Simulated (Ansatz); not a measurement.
# Si2BH5 (SMILES B[SiH]=[SiH2]): functionals against CCSD(T) at one geometry

The atoms stand at a structure displaced at random from a GFN2-xTB minimum. How far do the functionals agree with CCSD(T) there?

Computed with Ansatz 0.2.0, Gaussian basis. Level: single points in def2-TZVPP.

Correlated methods freeze the cores.

## 1. The starting structure

8 atoms, charge 0, spin multiplicity 1.

Atoms are counted from 1 here; the program's logs count them from 0.

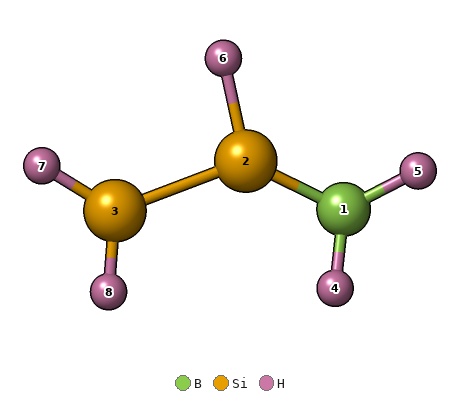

Start geometry, drawn with boron green, silicon amber, hydrogen pink; atoms are numbered from 1 in the order of the file.

Coordinates:

```mol
BH5Si2
  3D, bonds by distance, orders not assigned

  8  7  0  0  0  0  0  0  0  0999 V2000
   -1.3164    1.0459   -0.8089 B   0  0
    0.1673    0.5733    0.0973 Si  0  0
    1.0197   -1.4091    0.7596 Si  0  0
   -1.7350   -0.0154   -1.4021 H   0  0
   -1.3693    2.2505   -1.4658 H   0  0
    1.1603    1.5846    0.9970 H   0  0
    2.1174   -1.6440    1.5774 H   0  0
    0.4322   -2.4549    0.2673 H   0  0
  1  2  8  0
  1  4  8  0
  1  5  8  0
  2  3  8  0
  2  6  8  0
  3  7  8  0
  3  8  8  0
M  END
```

## 2. CCSD(T)/def2-TZVPP

Input file run/in.yaml:

```yaml
crystal:
  periodic: [false, false, false]
  atoms:
    - {symbol: B, position_ang: [-1.316400, 1.045900, -0.808900]}
    - {symbol: Si, position_ang: [0.167300, 0.573300, 0.097300]}
    - {symbol: Si, position_ang: [1.019700, -1.409100, 0.759600]}
    - {symbol: H, position_ang: [-1.735000, -0.015400, -1.402100]}
    - {symbol: H, position_ang: [-1.369300, 2.250500, -1.465800]}
    - {symbol: H, position_ang: [1.160300, 1.584600, 0.997000]}
    - {symbol: H, position_ang: [2.117400, -1.644000, 1.577400]}
    - {symbol: H, position_ang: [0.432200, -2.454900, 0.267300]}
basis:
  gaussian: {orbitals: def2-TZVPP}
correlation: {method: ccsd_t}
output: {forces: true}
```

No record of the launch command was kept for these runs.

## 3. PBE0-D4/def2-TZVPP

run/in.yaml: that of step 2 with these lines changed.

```diff
@@ -13,3 +13,3 @@
   gaussian: {orbitals: def2-TZVPP}
-correlation: {method: ccsd_t}
-output: {forces: true}
+hamiltonian: {xc: pbe0, dispersion: d4}
+output: {forces: true, orbitals: {seedname: orbitals}}
```

## 4. wB97M-V/def2-TZVPP

run/in.yaml: that of step 3 with these lines changed.

```diff
@@ -13,3 +13,3 @@
   gaussian: {orbitals: def2-TZVPP}
-hamiltonian: {xc: pbe0, dispersion: d4}
-output: {forces: true, orbitals: {seedname: orbitals}}
+hamiltonian: {xc: {name: wB97M-V}}
+output: {forces: true}
```

## 5. r2SCAN-D4/def2-TZVPP

run/in.yaml: that of step 4 with these lines changed.

```diff
@@ -13,3 +13,3 @@
   gaussian: {orbitals: def2-TZVPP}
-hamiltonian: {xc: {name: wB97M-V}}
+hamiltonian: {xc: r2scan, dispersion: d4}
 output: {forces: true}
```

## 6. PBE-D4/def2-TZVPP

run/in.yaml: that of step 5 with these lines changed.

```diff
@@ -13,3 +13,3 @@
   gaussian: {orbitals: def2-TZVPP}
-hamiltonian: {xc: r2scan, dispersion: d4}
+hamiltonian: {xc: pbe, dispersion: d4}
 output: {forces: true}
```

## 7. wB97X-V/def2-TZVPP

run/in.yaml: that of step 6 with these lines changed.

```diff
@@ -13,3 +13,3 @@
   gaussian: {orbitals: def2-TZVPP}
-hamiltonian: {xc: pbe, dispersion: d4}
+hamiltonian: {xc: {name: wB97X-V}}
 output: {forces: true}
```

## 8. BHLYP-D4/def2-TZVPP

run/in.yaml: that of step 7 with these lines changed.

```diff
@@ -13,3 +13,3 @@
   gaussian: {orbitals: def2-TZVPP}
-hamiltonian: {xc: {name: wB97X-V}}
+hamiltonian: {xc: {name: BHLYP}, dispersion: d4}
 output: {forces: true}
```

(Steps that only read results are left out.)

Before running it: what results should come out? Wanted: energy less free atoms, CCSD(T)/def2-TZVPP; RMS force component; RMS force error; HOMO and LUMO, PBE0-D4; T1 diagnostic.

The runs gave:

```
                                  quantity                                                                                            value
energy less free atoms, CCSD(T)/def2-TZVPP                                                                                  -492.0 kcal/mol
                       RMS force component                                                             2.250 to 2.455 eV/Å over the methods
                           RMS force error  PBE0-D4 0.101, wB97M-V 0.146, r2SCAN-D4 0.089, PBE-D4 0.183, wB97X-V 0.199, BHLYP-D4 0.167 eV/Å
                    HOMO and LUMO, PBE0-D4                                                                               -6.35 and -3.49 eV
                             T1 diagnostic                                                                                            0.023
```

**Reading.** Against CCSD(T) the functionals' energies less atoms differ by -20.8 to -6.2 kcal/mol, PBE-D4 by -20.4 kcal/mol. CCSD(T) in triple zeta still lacks some correlation energy of the bonds, so part of these gaps is its own basis error and they don't rank the functionals. For forces r2SCAN-D4 does best and wB97X-V worst. Frozen-core CCSD(T) forces in triple zeta carry basis errors of their own, and this is one geometry, so small gaps rank nothing. The restricted Hartree–Fock reference is unstable towards an unrestricted one at one or more of these structures.
